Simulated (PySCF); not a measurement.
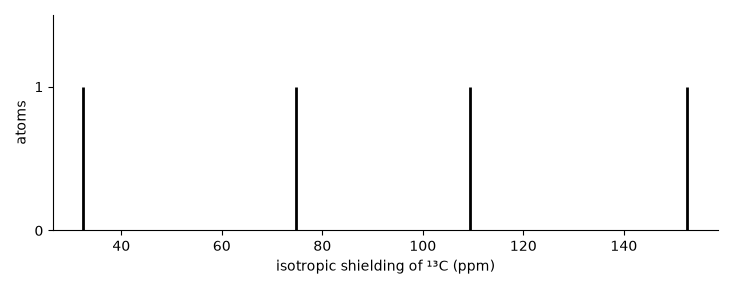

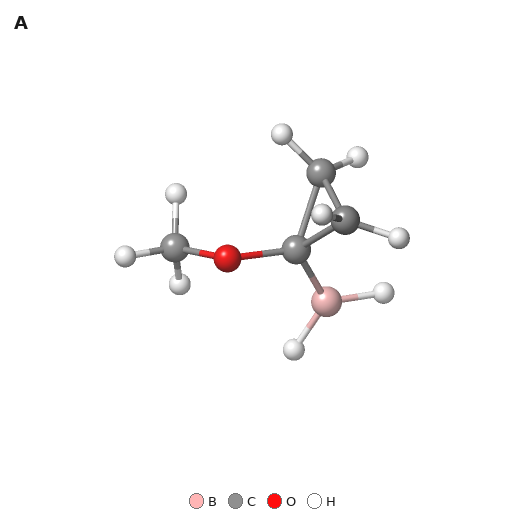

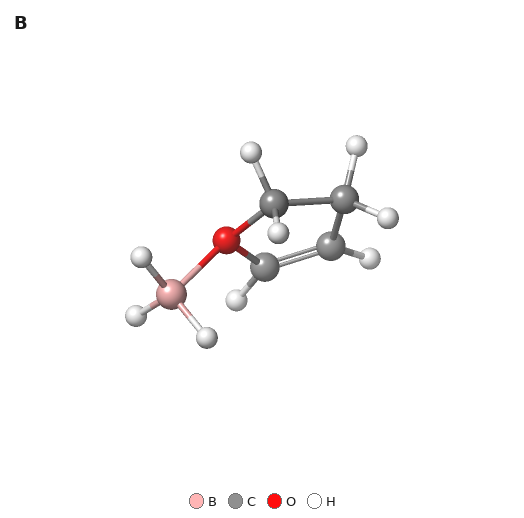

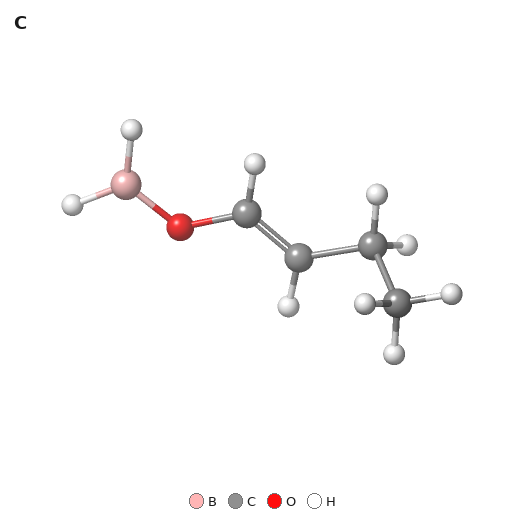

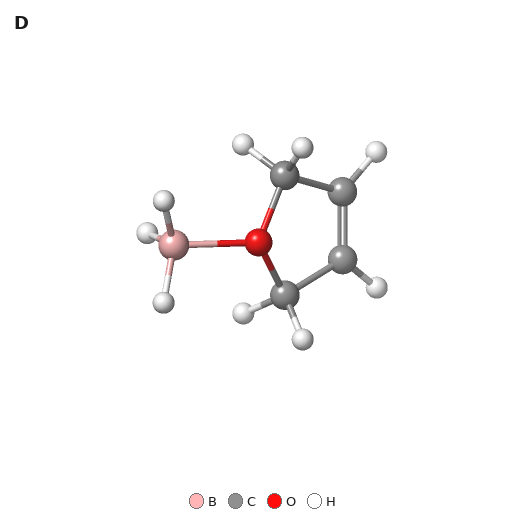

The sticks are computed shieldings of one of the molecules, for one fixed geometry (GFN2-xTB) without averaging over rotations. Low shielding means a high chemical shift. Method: GIAO PBE0/pcSseg-1 NMR shielding, non-relativistic, gas phase (PySCF 2.14.0).

> Which molecule gives this pattern?

B, `[BH3-][O+]1C=CCC1`. Its 4 C atoms give lines at 32.5, 74.7, 109.4, 152.6 ppm.

The geometry is semi-empirical. Around B such bond lengths and angles can be off by a tenth of an ångström or more and by several degrees, and values that hang on the shape move with them.
